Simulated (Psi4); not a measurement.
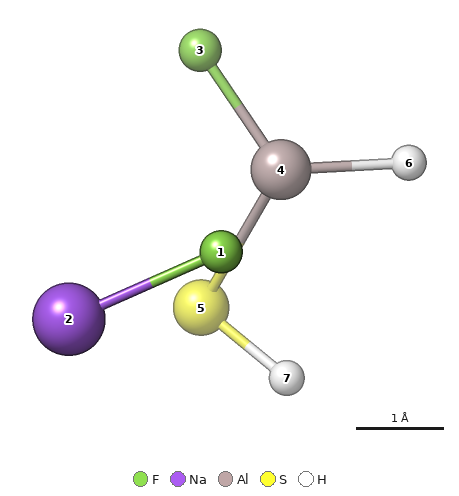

The structure as given in the input (ball-and-stick view, seen at a tilt; atoms are numbered from 1 in the order of the input). Sticks mark near contacts. Bond lengths as drawn: Al–F 1.67 Å, Al–H 1.52 Å, Al–S 2.29 Å, F–Na 1.97 Å and H–S 1.33 Å.

## Interaction calculation, with input and output: AlNaH₂SF₂ (part 1 of 3)

System: AlNaH₂SF₂.
Method: SAPT(DFT)/jun-cc-pVDZ, RHF (Psi4 1.11).

The geometry comes from this level: GFN2-xTB.

What the program printed
```
Psi4 1.11 release

         ---------------------------------------------------------
                            SAPT(DFT) Procedure

         ---------------------------------------------------------

Warning! The default value of SAPT_DFT_EXCH_DISP_SCALE_SCHEME has changed from DISP to FIXED. Please be careful comparing results with earlier versions.

  ==> Algorithm <==

   SAPT DFT Functional              PBE
   Monomer A GRAC Shift        0.136000
   Monomer B GRAC Shift        0.100000
   Delta HF                        True
   JK Algorithm                      DF

   Required computations:
     HF   (Dimer)
     HF   (Monomer A)
     HF   (Monomer B)
     DFT  (Monomer A)
     DFT  (Monomer B)

   => Loading Basis Set <=

    Name: JUN-CC-PVDZ
    Role: ORBITAL
    Keyword: BASIS

         ---------------------------------------------------------
                         SAPT(DFT): delta HF Dimer
         ---------------------------------------------------------
                                   SCF
                              RHF Reference
                        1 Threads,   1525 MiB Core
         ---------------------------------------------------------

  ==> Geometry <==

    Molecular point group: c1
    Full point group: C1

    Geometry (in Angstrom), charge = 0, multiplicity = 1:

       Center              X                  Y                   Z               Mass
    ------------   -----------------  -----------------  -----------------  -----------------
         F           -0.387930000000     1.300230000000    -0.750690000000    18.998403162730
         NA          -1.030460000000     1.637800000000     1.083340000000    22.989769282000
         F           -1.386010000000    -1.711730000000    -0.819490000000    18.998403162730
         AL           0.142650000000    -1.051170000000    -0.723740000000    26.981538530000
         S            0.900070000000    -1.156970000000     1.437400000000    31.972071174400
         H            1.249250000000    -1.573280000000    -1.621240000000     1.007825032230
         H            2.021210000000    -0.570120000000     1.040560000000     1.007825032230

  Running in c1 symmetry.

  Rotational constants: A =      0.07787  B =      0.05691  C =      0.04240 [cm^-1]
  Rotational constants: A =   2334.56002  B =   1705.99395  C =   1270.99352 [MHz]
  Nuclear repulsion =  283.450289494189406

  Charge       = 0
  Multiplicity = 1
  Electrons    = 60
  Nalpha       = 30
  Nbeta        = 30

  ==> Algorithm <==

  SCF Algorithm Type is DF.
  DIIS enabled.
  MOM disabled.
  Fractional occupation disabled.
  Guess Type is SAD.
  Energy threshold   = 1.00e-08
  Density threshold  = 1.00e-08
  Integral threshold = 1.00e-12

  ==> Primary Basis <==

  Basis Set: JUN-CC-PVDZ
    Blend: JUN-CC-PVDZ
    Number of shells: 52
    Number of basis functions: 112
    Number of Cartesian functions: 117
    Spherical Harmonics?: true
    Max angular momentum: 2

   => Loading Basis Set <=

    Name: (JUN-CC-PVDZ AUX)
    Role: JKFIT
    Keyword: DF_BASIS_SCF

  ==> Integral Setup <==

  DFHelper Memory: AOs need 0.057 GiB; user supplied 1.118 GiB.
  SCF_SUBTYPE=INCORE selected. In-core MEM_DF algorithm will be used.
  Using in-core AOs.

  ==> MemDFJK: Density-Fitted J/K Matrices <==

    J tasked:                   Yes
    K tasked:                   Yes
    wK tasked:                   No
    Memory [MiB]:              1144
    Algorithm:                 Core
    Schwarz Cutoff:           1E-12
    Mask sparsity (%):       0.1594
    Fitting Condition:        1E-10

   => Auxiliary Basis Set <=

  Basis Set: (JUN-CC-PVDZ AUX)
    Blend: DEF2-UNIVERSAL-JKFIT + JUN-CC-PVDZ-JKFIT
    Number of shells: 184
    Number of basis functions: 558
    Number of Cartesian functions: 649
    Spherical Harmonics?: true
    Max angular momentum: 4

  Minimum eigenvalue in the overlap matrix is 8.2331400775E-04.
  Reciprocal condition number of the overlap matrix is 1.1037077328E-04.
    Using symmetric orthogonalization.

  ==> Pre-Iterations <==

  SCF Guess: Superposition of Atomic Densities via on-the-fly atomic UHF (no occupation information).

   -------------------------
    Irrep   Nso     Nmo
   -------------------------
     A        112     112
   -------------------------
    Total     112     112
   -------------------------

  ==> Iterations <==

                           Total Energy        Delta E     RMS |[F,P]|

   @DF-RHF iter SAD: -1000.00370575740408   -1.00000e+03   0.00000e+00
   @DF-RHF iter   1: -1001.41825862007602   -1.41455e+00   5.48316e-03 DIIS/ADIIS
   @DF-RHF iter   2: -1001.50702688945478   -8.87683e-02   4.00334e-03 DIIS/ADIIS
   @DF-RHF iter   3: -1001.56863934667763   -6.16125e-02   2.57652e-04 DIIS/ADIIS
   @DF-RHF iter   4: -1001.56943218157426   -7.92835e-04   1.04392e-04 DIIS/ADIIS
   @DF-RHF iter   5: -1001.56957064317771   -1.38462e-04   3.20516e-05 DIIS
   @DF-RHF iter   6: -1001.56958297265510   -1.23295e-05   1.15797e-05 DIIS
   @DF-RHF iter   7: -1001.56958480447520   -1.83182e-06   2.22904e-06 DIIS
   @DF-RHF iter   8: -1001.56958491142314   -1.06948e-07   6.08480e-07 DIIS
   @DF-RHF iter   9: -1001.56958491911234   -7.68921e-09   2.03244e-07 DIIS
   @DF-RHF iter  10: -1001.56958492001434   -9.01991e-10   3.99210e-08 DIIS
   @DF-RHF iter  11: -1001.56958492005288   -3.85398e-11   8.79138e-09 DIIS
  Energy and wave function converged.

  ==> Post-Iterations <==

    Orbital Energies [Eh]
    ---------------------

    Doubly Occupied:

       1A    -91.930342     2A    -58.515003     3A    -40.505413
       4A    -26.237724     5A    -26.189382     6A     -8.934845
       7A     -6.616906     8A     -6.615197     9A     -6.613954
      10A     -4.922071    11A     -3.237709    12A     -3.236557
      13A     -3.235624    14A     -2.827584    15A     -1.555191
      16A     -1.550763    17A     -1.550087    18A     -1.518680
      19A     -1.433026    20A     -0.939463    21A     -0.652109
      22A     -0.601576    23A     -0.598631    24A     -0.548977
      25A     -0.543044    26A     -0.532137    27A     -0.522000
      28A     -0.488930    29A     -0.400335    30A     -0.368028

    Virtual:

      31A     -0.016783    32A      0.008588    33A      0.010799
      34A      0.011751    35A      0.023259    36A      0.041843
      37A      0.045658    38A      0.053493    39A      0.056203
      40A      0.058693    41A      0.066303    42A      0.103071
      43A      0.125034    44A      0.131709    45A      0.140103
      46A      0.143880    47A      0.157339    48A      0.167031
      49A      0.169152    50A      0.174601    51A      0.199201
      52A      0.216181    53A      0.228139    54A      0.244535
      55A      0.267183    56A      0.283671    57A      0.298311
      58A      0.314342    59A      0.324182    60A      0.335575
      61A      0.343675    62A      0.365811    63A      0.390172
      64A      0.398945    65A      0.407315    66A      0.436910
      67A      0.447066    68A      0.478224    69A      0.503337
      70A      0.536640    71A      0.552191    72A      0.578706
      73A      0.602953    74A      0.629976    75A      0.688475
      76A      0.718047    77A      0.824318    78A      0.854851
      79A      0.887088    80A      0.908241    81A      0.945067
      82A      0.971029    83A      1.024334    84A      1.044750
      85A      1.108817    86A      1.204924    87A      1.325313
      88A      1.361249    89A      1.701974    90A      1.725228
      91A      1.751442    92A      1.763406    93A      1.793947
      94A      1.822948    95A      1.839689    96A      1.907889
      97A      1.941256    98A      2.006310    99A      2.160359
     100A      2.410430   101A      2.749546   102A      2.845334
     103A      4.039754   104A      4.043811   105A      4.062153
     106A      4.080979   107A      4.087506   108A      4.096311
     109A      4.099887   110A      4.111749   111A      4.126848
     112A      4.208795

    Final Occupation by Irrep:
              A
    DOCC [    30 ]
    NA   [    30 ]
    NB   [    30 ]

  @DF-RHF Final Energy: -1001.56958492005288

   => Energetics <=

    Nuclear Repulsion Energy =            283.4502894941894056
    One-Electron Energy =               -1963.1971734673811625
    Two-Electron Energy =                 678.1772990531389951
    Total Energy =                      -1001.5695849200528755

Computation Completed

Properties will be evaluated at   0.000000,   0.000000,   0.000000 [a0]

Properties computed using the SCF density matrix

 Multipole Moments:

 ------------------------------------------------------------------------------------
     Multipole            Electronic (a.u.)      Nuclear  (a.u.)        Total (a.u.)
 ------------------------------------------------------------------------------------

 L = 1.  Multiply by 2.5417464519 to convert [e a0] to [Debye]
 Dipole X            :         14.0077302          -14.6916569           -0.6839267
 Dipole Y            :         40.1635532          -37.8093191            2.3542341
 Dipole Z            :        -18.5438395           20.3981195            1.8542800
 Magnitude           :                                                    3.0738459

 ------------------------------------------------------------------------------------

	total time  =          3 seconds =       0.05 minutes

   => Loading Basis Set <=

    Name: JUN-CC-PVDZ
    Role: ORBITAL
    Keyword: BASIS

         ---------------------------------------------------------
                       SAPT(DFT): delta HF Monomer A
         ---------------------------------------------------------
                                   SCF
                              RHF Reference
                        1 Threads,   1525 MiB Core
         ---------------------------------------------------------

  ==> Geometry <==

    Molecular point group: c1
    Full point group: C1

    Geometry (in Angstrom), charge = 0, multiplicity = 1:

       Center              X                  Y                   Z               Mass
    ------------   -----------------  -----------------  -----------------  -----------------
         F           -0.387930000000     1.300230000000    -0.750690000000    18.998403162730
         NA          -1.030460000000     1.637800000000     1.083340000000    22.989769282000
      Gh(F)          -1.386010000000    -1.711730000000    -0.819490000000    18.998403162730
      Gh(AL)          0.142650000000    -1.051170000000    -0.723740000000    26.981538530000
      Gh(S)           0.900070000000    -1.156970000000     1.437400000000    31.972071174400
      Gh(H)           1.249250000000    -1.573280000000    -1.621240000000     1.007825032230
      Gh(H)           2.021210000000    -0.570120000000     1.040560000000     1.007825032230

  Running in c1 symmetry.

  Rotational constants: A =      0.07787  B =      0.05691  C =      0.04240 [cm^-1]
  Rotational constants: A =   2334.56002  B =   1705.99395  C =   1270.99352 [MHz]
  Nuclear repulsion =   26.560460931578692

  Charge       = 0
  Multiplicity = 1
  Electrons    = 20
  Nalpha       = 10
  Nbeta        = 10

   => Loading Basis Set <=

    Name: (JUN-CC-PVDZ AUX)
    Role: JKFIT
    Keyword: DF_BASIS_SCF

  Using user-supplied JK object.

Re-using passed JK object instead of rebuilding
  ==> Integral Setup <==

  Minimum eigenvalue in the overlap matrix is 8.2331400775E-04.
  Reciprocal condition number of the overlap matrix is 1.1037077328E-04.
    Using symmetric orthogonalization.

  ==> Iterations <==

                           Total Energy        Delta E     RMS |[F,P]|

   @DF-RHF iter SAD:  -260.59121675535857   -2.60591e+02   0.00000e+00
   @DF-RHF iter   1:  -261.23427257551924   -6.43056e-01   4.66855e-03 DIIS/ADIIS
   @DF-RHF iter   2:  -261.28042538032406   -4.61528e-02   3.90164e-03 DIIS/ADIIS
   @DF-RHF iter   3:  -261.33849491261884   -5.80695e-02   8.12818e-05 DIIS
   @DF-RHF iter   4:  -261.33855688785223   -6.19752e-05   3.65062e-05 DIIS
   @DF-RHF iter   5:  -261.33856376949888   -6.88165e-06   3.25024e-06 DIIS
   @DF-RHF iter   6:  -261.33856401149455   -2.41996e-07   5.82859e-07 DIIS
   @DF-RHF iter   7:  -261.33856401898390   -7.48935e-09   7.83794e-08 DIIS
   @DF-RHF iter   8:  -261.33856401912033   -1.36424e-10   1.45255e-08 DIIS
   @DF-RHF iter   9:  -261.33856401912578   -5.45697e-12   5.29351e-09 DIIS
  Energy and wave function converged.

  ==> Post-Iterations <==

    Final Occupation by Irrep:
              A
    DOCC [    10 ]
    NA   [    10 ]
    NB   [    10 ]

  @DF-RHF Final Energy:  -261.33856401912578

   => Energetics <=

    Nuclear Repulsion Energy =             26.5604609315786924
    One-Electron Energy =                -422.7134632437954451
    Two-Electron Energy =                 134.8144382930909444
    Total Energy =                       -261.3385640191257835

Computation Completed

Properties will be evaluated at   0.000000,   0.000000,   0.000000 [a0]

Properties computed using the SCF density matrix

 Multipole Moments:

 ------------------------------------------------------------------------------------
     Multipole            Electronic (a.u.)      Nuclear  (a.u.)        Total (a.u.)
 ------------------------------------------------------------------------------------

 L = 1.  Multiply by 2.5417464519 to convert [e a0] to [Debye]
 Dipole X            :         26.8730161          -28.0178921           -1.1448761
 Dipole Y            :        -55.5621959           56.1586353            0.5964394
 Dipole Z            :         -6.4828205            9.7519884            3.2691678
 Magnitude           :                                                    3.5148171

 ------------------------------------------------------------------------------------

	total time  =          1 seconds =       0.02 minutes

   => Loading Basis Set <=

    Name: JUN-CC-PVDZ
    Role: ORBITAL
    Keyword: BASIS

         ---------------------------------------------------------
                       SAPT(DFT): delta HF Monomer B
         ---------------------------------------------------------
                                   SCF
                              RHF Reference
                        1 Threads,   1525 MiB Core
         ---------------------------------------------------------

  ==> Geometry <==

    Molecular point group: c1
    Full point group: C1

    Geometry (in Angstrom), charge = 0, multiplicity = 1:
```
